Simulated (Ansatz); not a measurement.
## Molecular dynamics of SiNH₃F₂ (part 2 of 2)

The same run, continued: SiNH₃F₂; RKS B3LYP/6-31G* (Ansatz 0.2.0). It belongs to a series of runs on one base structure; here: dynamics from the start.

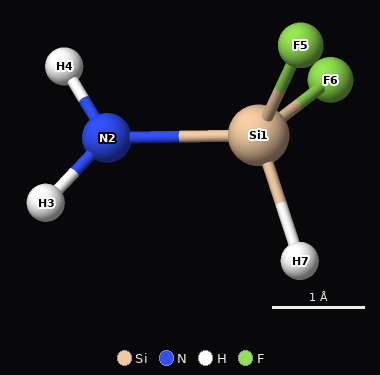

Fig. 1: The geometry at step 143 of the log (ball-and-stick view, seen at a tilt; atoms are numbered from 1 in the order of the input).

**Log, continued**
```
md step   122: t =    30.50 fs  T =   160.5 K  F+E_penalty+E_count = -14854.17295834 eV  E_kin = 0.103712 eV  conserved = -14854.07300960 eV  (23 SCF iters)
md step   123: t =    30.75 fs  T =   167.8 K  F+E_penalty+E_count = -14854.17764289 eV  E_kin = 0.108439 eV  conserved = -14854.07303594 eV  (22 SCF iters)
md step   124: t =    31.00 fs  T =   174.6 K  F+E_penalty+E_count = -14854.18198622 eV  E_kin = 0.112833 eV  conserved = -14854.07305847 eV  (23 SCF iters)
md step   125: t =    31.25 fs  T =   180.3 K  F+E_penalty+E_count = -14854.18563179 eV  E_kin = 0.116538 eV  conserved = -14854.07307471 eV  (22 SCF iters)
md step   126: t =    31.50 fs  T =   184.6 K  F+E_penalty+E_count = -14854.18832312 eV  E_kin = 0.119300 eV  conserved = -14854.07308298 eV  (22 SCF iters)
md step   127: t =    31.75 fs  T =   187.2 K  F+E_penalty+E_count = -14854.18993117 eV  E_kin = 0.120990 eV  conserved = -14854.07308243 eV  (23 SCF iters)
md step   128: t =    32.00 fs  T =   188.2 K  F+E_penalty+E_count = -14854.19046806 eV  E_kin = 0.121619 eV  conserved = -14854.07307310 eV  (22 SCF iters)
md step   129: t =    32.25 fs  T =   187.7 K  F+E_penalty+E_count = -14854.19008683 eV  E_kin = 0.121338 eV  conserved = -14854.07305613 eV  (23 SCF iters)
md step   130: t =    32.50 fs  T =   186.3 K  F+E_penalty+E_count = -14854.18906590 eV  E_kin = 0.120424 eV  conserved = -14854.07303267 eV  (22 SCF iters)
md step   131: t =    32.75 fs  T =   184.5 K  F+E_penalty+E_count = -14854.18778281 eV  E_kin = 0.119251 eV  conserved = -14854.07300552 eV  (22 SCF iters)
md step   132: t =    33.00 fs  T =   183.0 K  F+E_penalty+E_count = -14854.18667281 eV  E_kin = 0.118252 eV  conserved = -14854.07297778 eV  (22 SCF iters)
md step   133: t =    33.25 fs  T =   182.4 K  F+E_penalty+E_count = -14854.18617941 eV  E_kin = 0.117867 eV  conserved = -14854.07295292 eV  (23 SCF iters)
md step   134: t =    33.50 fs  T =   183.3 K  F+E_penalty+E_count = -14854.18669912 eV  E_kin = 0.118489 eV  conserved = -14854.07293434 eV  (21 SCF iters)
md step   135: t =    33.75 fs  T =   186.3 K  F+E_penalty+E_count = -14854.18852724 eV  E_kin = 0.120412 eV  conserved = -14854.07292499 eV  (21 SCF iters)
md step   136: t =    34.00 fs  T =   191.5 K  F+E_penalty+E_count = -14854.19181159 eV  E_kin = 0.123783 eV  conserved = -14854.07292682 eV  (21 SCF iters)
md step   137: t =    34.25 fs  T =   198.9 K  F+E_penalty+E_count = -14854.19652184 eV  E_kin = 0.128572 eV  conserved = -14854.07294034 eV  (24 SCF iters)
md step   138: t =    34.50 fs  T =   208.2 K  F+E_penalty+E_count = -14854.20244079 eV  E_kin = 0.134563 eV  conserved = -14854.07296479 eV  (21 SCF iters)
md step   139: t =    34.75 fs  T =   218.7 K  F+E_penalty+E_count = -14854.20917918 eV  E_kin = 0.141370 eV  conserved = -14854.07299759 eV  (22 SCF iters)
md step   140: t =    35.00 fs  T =   229.7 K  F+E_penalty+E_count = -14854.21621503 eV  E_kin = 0.148476 eV  conserved = -14854.07303506 eV  (22 SCF iters)
md step   141: t =    35.25 fs  T =   240.3 K  F+E_penalty+E_count = -14854.22295151 eV  E_kin = 0.155287 eV  conserved = -14854.07307287 eV  (21 SCF iters)
md step   142: t =    35.50 fs  T =   249.4 K  F+E_penalty+E_count = -14854.22878589 eV  E_kin = 0.161206 eV  conserved = -14854.07310653 eV  (21 SCF iters)
md step   143: t =    35.75 fs  T =   256.4 K  F+E_penalty+E_count = -14854.23318050 eV  E_kin = 0.165698 eV  conserved = -14854.07313195 eV  (23 SCF iters)
md step   144: t =    36.00 fs  T =   260.5 K  F+E_penalty+E_count = -14854.23572673 eV  E_kin = 0.168356 eV  conserved = -14854.07314612 eV  (23 SCF iters)
md step   145: t =    36.25 fs  T =   261.4 K  F+E_penalty+E_count = -14854.23619340 eV  E_kin = 0.168949 eV  conserved = -14854.07314729 eV  (22 SCF iters)
md step   146: t =    36.50 fs  T =   259.1 K  F+E_penalty+E_count = -14854.23455458 eV  E_kin = 0.167449 eV  conserved = -14854.07313528 eV  (21 SCF iters)
md step   147: t =    36.75 fs  T =   253.8 K  F+E_penalty+E_count = -14854.23099331 eV  E_kin = 0.164038 eV  conserved = -14854.07311136 eV  (22 SCF iters)
md step   148: t =    37.00 fs  T =   246.1 K  F+E_penalty+E_count = -14854.22588138 eV  E_kin = 0.159082 eV  conserved = -14854.07307854 eV  (21 SCF iters)
md step   149: t =    37.25 fs  T =   236.9 K  F+E_penalty+E_count = -14854.21973564 eV  E_kin = 0.153094 eV  conserved = -14854.07304022 eV  (21 SCF iters)
these checks for a lower state are left out or cut short: starts, cluster_reference, orbital_swaps, neighbouring_geometries, increment
703 factors; integrals over basis functions are off by at most 3.9e-4 eV
mean field -14854.21315946 eV, -545.8822650628 hartree, gradient 2.1e-5 eV, S^2 0.000000; 0 other end points of the search recorded, 0 dependent functions left out
the calculation of the forces begins
reference -14854.21336851 eV, -545.8822727455 hartree; 21, 21 occupied and 49, 49 virtual orbitals, 703 factors
703 factors; integrals over basis functions are off by at most 3.9e-4 eV
mean field -14854.21315946 eV, -545.8822650628 hartree, gradient 2.1e-5 eV, S^2 0.000000; 1 other end points of the search recorded, 0 dependent functions left out
the calculation of the forces begins
reference -14854.21336851 eV, -545.8822727455 hartree; 21, 21 occupied and 49, 49 virtual orbitals, 703 factors
md step   150: t =    37.50 fs  T =   226.9 K  F+E_penalty+E_count = -14854.21315946 eV  E_kin = 0.146672 eV  conserved = -14854.07300081 eV  (24 SCF iters)
```

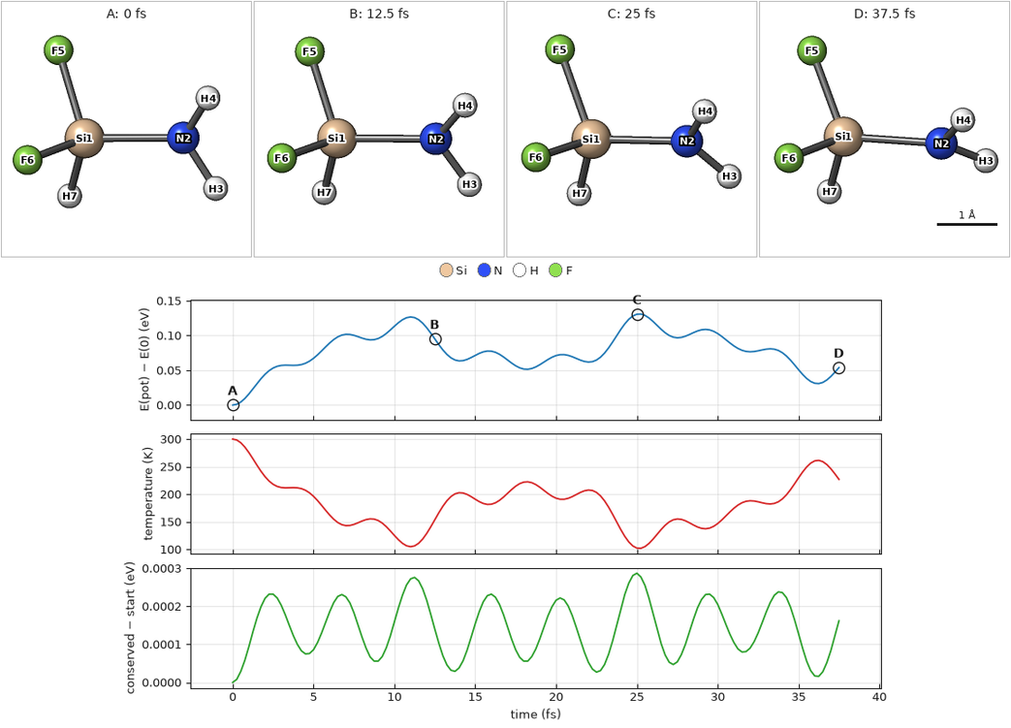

Fig. 2: Frames of the molecular dynamics (ball-and-stick, seen at a tilt) above the curves, on which the letters mark them. The trajectory kept here has 151 frames over 37.5 fs. The temperature starts at 300 K, ranges from 102 to 300 K and averages 180 K over the second half. The potential energy ends 0.054 eV above its first value. The conserved quantity stays within 0.00029 eV. After an unweighted best fit of the last frame on the first, the root-mean-square displacement is 0.29 Å, and H3 has moved furthest (0.52 Å).

```
Total energy: -14854.21336851 eV, -545.8822727455 hartree
Atom 0 at     0.025591    -0.043063     0.071928 Å, force    -0.395222     0.721770     0.609950 eV/Å
Atom 1 at    -0.041899    -0.037434     1.783293 Å, force     0.456853     1.456328    -0.265145 eV/Å
Atom 2 at    -0.189599    -0.831949     2.359834 Å, force    -0.140663    -0.849907     0.288930 eV/Å
Atom 3 at     0.239155     0.775071     2.352019 Å, force    -0.168349    -0.551480    -0.548916 eV/Å
Atom 4 at     1.475752    -0.045542    -0.586931 Å, force     0.498991    -0.187354    -0.022173 eV/Å
Atom 5 at    -0.582245     1.342174    -0.471055 Å, force    -0.046944    -0.052948     0.126656 eV/Å
Atom 6 at    -0.741177    -1.162351    -0.424534 Å, force    -0.204666    -0.536410    -0.189301 eV/Å
Dipole moment:    -0.065094    -0.249445     0.514311 e Å
```

**Trajectory as extended XYZ (Å, eV, eV/Å), 14 of the 151 frames kept, from step=0 to step=150**
```
7
Properties=species:S:1:pos:R:3:forces:R:3 step=0 time_fs=0.0 energy=-14854.26705 temperature=300.0
Si   -0.0033   -0.0167    0.0667    0.0127  -0.0052  -0.0036
N     0.0692   -0.0977    1.7644   -0.0072   0.0007  -0.0063
H    -0.7189   -0.4443    2.2966    0.0138   0.0066  -0.0066
H     0.6607    0.5136    2.3134   -0.0059  -0.0029   0.0040
F     1.4909   -0.0487   -0.5108   -0.0121  -0.0046   0.0068
F    -0.6273    1.3431   -0.5195   -0.0042   0.0043   0.0041
H    -0.8085   -1.1433   -0.4360    0.0029   0.0010   0.0015
7
Properties=species:S:1:pos:R:3:forces:R:3 step=12 time_fs=3.0 energy=-14854.21007 temperature=212.2
Si    0.0031   -0.0271    0.0585   -1.0132  -0.1396   0.5737
N     0.0648   -0.0842    1.7742    1.0268   0.7066  -0.4628
H    -0.7004   -0.4927    2.2631   -0.5191  -0.2435   0.5395
H     0.6485    0.5420    2.3574   -0.6463  -0.6137  -0.5895
F     1.4761   -0.0431   -0.5117    0.7762  -0.0801  -0.3340
F    -0.6188    1.3468   -0.5134   -0.0039  -0.2367   0.0043
H    -0.8123   -1.1980   -0.4512    0.3795   0.6069   0.2688
7
Properties=species:S:1:pos:R:3:forces:R:3 step=23 time_fs=5.8 energy=-14854.18333 temperature=170.8
Si    0.0064   -0.0369    0.0525   -1.3623   0.3466   1.2103
N     0.0646   -0.0692    1.7806   -1.2681  -1.2358  -1.0528
H    -0.7103   -0.5483    2.2640    0.7057   0.4721  -0.1951
H     0.5996    0.5333    2.3641    0.3535   0.4963   0.4177
F     1.4655   -0.0383   -0.5139    1.3560  -0.1347  -0.5836
F    -0.6109    1.3494   -0.5077   -0.0224  -0.4050  -0.0024
H    -0.7907   -1.2075   -0.4471    0.2376   0.4605   0.2058
7
Properties=species:S:1:pos:R:3:forces:R:3 step=35 time_fs=8.8 energy=-14854.17302 temperature=154.9
Si    0.0061   -0.0463    0.0495   -0.9186   1.3793   1.7528
N     0.0584   -0.0590    1.7817   -0.5710  -0.7396  -0.9808
H    -0.6756   -0.5775    2.2563    0.1967   0.1455   0.0725
H     0.5664    0.5550    2.3956    0.1149   0.2098  -0.0240
F     1.4597   -0.0337   -0.5187    1.5693  -0.1774  -0.6736
F    -0.6025    1.3504   -0.5016   -0.0670  -0.4944  -0.0231
H    -0.7513   -1.1856   -0.4280   -0.3243  -0.3232  -0.1238
7
Properties=species:S:1:pos:R:3:forces:R:3 step=46 time_fs=11.5 energy=-14854.14430 temperature=111.0
Si    0.0034   -0.0514    0.0514   -0.4066   1.7243   1.6642
N     0.0498   -0.0535    1.7774    0.8434   0.6649  -0.3956
H    -0.6298   -0.5952    2.2557   -0.6387  -0.5368   0.5533
H     0.5450    0.5903    2.4226   -0.4658  -0.5724  -0.9531
F     1.4606   -0.0301   -0.5258    1.3227  -0.2117  -0.5698
F    -0.5950    1.3493   -0.4960   -0.1345  -0.4668  -0.0585
H    -0.7365   -1.1854   -0.4180   -0.5205  -0.6015  -0.2406
7
Properties=species:S:1:pos:R:3:forces:R:3 step=58 time_fs=14.5 energy=-14854.20142 temperature=199.7
Si   -0.0009   -0.0523    0.0581   -0.2648   0.8237   0.8248
N     0.0432   -0.0455    1.7704   -1.0074  -1.2797  -0.1512
H    -0.6146   -0.6441    2.2873    0.4543   0.3615  -0.3914
H     0.4945    0.5964    2.3887    0.3589   0.5076   0.0826
F     1.4671   -0.0271   -0.5360    0.7195  -0.2499  -0.3116
F    -0.5874    1.3462   -0.4903   -0.2350  -0.3127  -0.1140
H    -0.7576   -1.2262   -0.4233   -0.0255   0.1496   0.0608
7
Properties=species:S:1:pos:R:3:forces:R:3 step=69 time_fs=17.2 energy=-14854.20663 temperature=208.4
Si   -0.0055   -0.0507    0.0666    0.0529   0.0280  -0.0672
N     0.0331   -0.0439    1.7630   -0.8110  -1.1595   0.1018
H    -0.5773   -0.6706    2.2957    0.3397   0.2917  -0.3222
H     0.4677    0.6310    2.3550    0.3510   0.5355   0.2132
F     1.4761   -0.0254   -0.5465    0.0634  -0.2759  -0.0150
F    -0.5814    1.3421   -0.4854   -0.3291  -0.0904  -0.1693
H    -0.7809   -1.2558   -0.4251    0.3330   0.6706   0.2587
7
Properties=species:S:1:pos:R:3:forces:R:3 step=81 time_fs=20.2 energy=-14854.19462 temperature=190.9
Si   -0.0102   -0.0488    0.0757    0.7861  -0.0928  -0.7250
N     0.0184   -0.0472    1.7557    0.9854   1.2873   0.4959
H    -0.5171   -0.6856    2.2880   -0.5337  -0.6801   0.6354
H     0.4592    0.6992    2.3263   -0.4859  -0.8175  -0.6027
F     1.4861   -0.0247   -0.5582   -0.5536  -0.2874   0.2842
F    -0.5763    1.3373   -0.4808   -0.4086   0.1762  -0.2152
H    -0.7821   -1.2378   -0.4079    0.2104   0.4144   0.1275
7
Properties=species:S:1:pos:R:3:forces:R:3 step=92 time_fs=23.0 energy=-14854.19232 temperature=188.0
Si   -0.0125   -0.0471    0.0822    1.5369   0.2919  -0.9472
N     0.0085   -0.0456    1.7518   -0.1714  -0.3397   0.7522
H    -0.4883   -0.7343    2.3144    0.2652   0.3365  -0.1288
H     0.4242    0.7159    2.2666   -0.0185  -0.0292   0.3033
F     1.4932   -0.0253   -0.5677   -0.9188  -0.2885   0.4774
F    -0.5732    1.3335   -0.4775   -0.4502   0.3922  -0.2366
H    -0.7689   -1.1924   -0.3834   -0.2431  -0.3630  -0.2203
7
Properties=species:S:1:pos:R:3:forces:R:3 step=104 time_fs=26.0 energy=-14854.14685 temperature=118.6
Si   -0.0105   -0.0446    0.0865    1.7116   0.2392  -1.1131
N    -0.0029   -0.0457    1.7516   -0.4755  -0.9576   0.5782
H    -0.4399   -0.7647    2.3364    0.3645   0.5583  -0.3134
H     0.3854    0.7349    2.2268    0.2762   0.5355   0.8409
F     1.4971   -0.0271   -0.5762   -1.0714  -0.2817   0.5834
F    -0.5718    1.3311   -0.4748   -0.4481   0.5410  -0.2223
H    -0.7730   -1.1706   -0.3739   -0.3574  -0.6347  -0.3536
7
Properties=species:S:1:pos:R:3:forces:R:3 step=115 time_fs=28.8 energy=-14854.16048 temperature=140.6
Si   -0.0042   -0.0417    0.0875    1.0387  -0.5191  -1.3060
N    -0.0153   -0.0494    1.7545    0.8983   1.8077   0.4512
H    -0.3727   -0.7603    2.3404   -0.3263  -0.7220   0.6195
H     0.3642    0.7788    2.2440   -0.3825  -0.8885  -0.1031
F     1.4963   -0.0299   -0.5816   -0.9843  -0.2677   0.5769
F    -0.5723    1.3310   -0.4733   -0.3996   0.5552  -0.1687
H    -0.8000   -1.1926   -0.3893    0.1558   0.0343  -0.0698
7
Properties=species:S:1:pos:R:3:forces:R:3 step=127 time_fs=31.8 energy=-14854.18993 temperature=187.2
Si    0.0057   -0.0401    0.0847    0.2011  -0.9525  -1.1361
N    -0.0247   -0.0451    1.7609    0.1459   0.2677   0.8253
H    -0.3162   -0.7968    2.3795    0.0944   0.1388  -0.3487
H     0.3169    0.7693    2.2625   -0.0450  -0.1774   0.1159
F     1.4913   -0.0342   -0.5850   -0.6441  -0.2501   0.4477
F    -0.5745    1.3332   -0.4723   -0.3030   0.4341  -0.0803
H    -0.8166   -1.2140   -0.4118    0.5506   0.5393   0.1763
7
Properties=species:S:1:pos:R:3:forces:R:3 step=138 time_fs=34.5 energy=-14854.20244 temperature=208.2
Si    0.0155   -0.0410    0.0792   -0.2372  -0.4712  -0.4510
N    -0.0323   -0.0392    1.7707   -0.3705  -1.2374   0.3236
H    -0.2613   -0.8271    2.3962    0.1879   0.5396  -0.8306
H     0.2697    0.7481    2.2898    0.3634   0.8895   0.5805
F     1.4842   -0.0391   -0.5864   -0.1475  -0.2281   0.2443
F    -0.5778    1.3371   -0.4718   -0.1831   0.2234   0.0204
H    -0.7939   -1.1980   -0.4213    0.3870   0.2844   0.1128
7
Properties=species:S:1:pos:R:3:forces:R:3 step=150 time_fs=37.5 energy=-14854.21316 temperature=226.9
Si    0.0256   -0.0431    0.0719   -0.3952   0.7218   0.6100
N    -0.0419   -0.0374    1.7833    0.4569   1.4563  -0.2651
H    -0.1896   -0.8319    2.3598   -0.1407  -0.8499   0.2889
H     0.2392    0.7751    2.3520   -0.1683  -0.5515  -0.5489
F     1.4758   -0.0455   -0.5869    0.4990  -0.1874  -0.0222
F    -0.5822    1.3422   -0.4711   -0.0469  -0.0529   0.1267
H    -0.7412   -1.1624   -0.4245   -0.2047  -0.5364  -0.1893
```

The run was set up as follows.

**The input**
```yaml
crystal:
  periodic: [false, false, false]
  atoms:
    - { symbol: Si, position_ang: [-0.003321, -0.016688, 0.066742] }
    - { symbol: "N", position_ang: [0.069224, -0.09774, 1.764364] }
    - { symbol: H, position_ang: [-0.718926, -0.44429, 2.296637] }
    - { symbol: H, position_ang: [0.660695, 0.513579, 2.313425] }
    - { symbol: F, position_ang: [1.490947, -0.04869, -0.51081] }
    - { symbol: F, position_ang: [-0.627339, 1.343087, -0.519543] }
    - { symbol: H, position_ang: [-0.808479, -1.143257, -0.436016] }
basis:
  gaussian: { orbitals: "6-31G*" }
hamiltonian:
  xc: b3lyp
md:
  timestep: 0.25
  n_steps: 150
  ensemble: nvt_nose_hoover
  temperature: 300.0
  initial_velocities: maxwell_boltzmann
  seed: 655303
```

Run as:
```bash
ansatz run input.yaml --threads 1 --pin off --max-ram 2048MiB --backend cpu --events-out ev --progress --plain --runs-dir out
```

**Results in brief**

```tsv
quantity	value
outcome	finished
mean temperature over the second half	180 K
trajectory	150 steps, 37.5 fs
ensemble	nvt_nose_hoover
temperature in the input	300.0 K
time step	0.25 fs
potential energy (last step)	−14854.2134 eV
mean-field energy (last step)	−14854.2134 eV
largest force (length of the vector) (last step)	1.549 eV/Å
hardware	1 thread of Arm Neoverse N1, 24 GiB of memory available, shared host
wall time	9 min
peak memory	0.12 GiB
```

So short a trajectory is not equilibrated. The temperature stays far from the 300 K of the thermostat over the second half: the run isn't equilibrated.
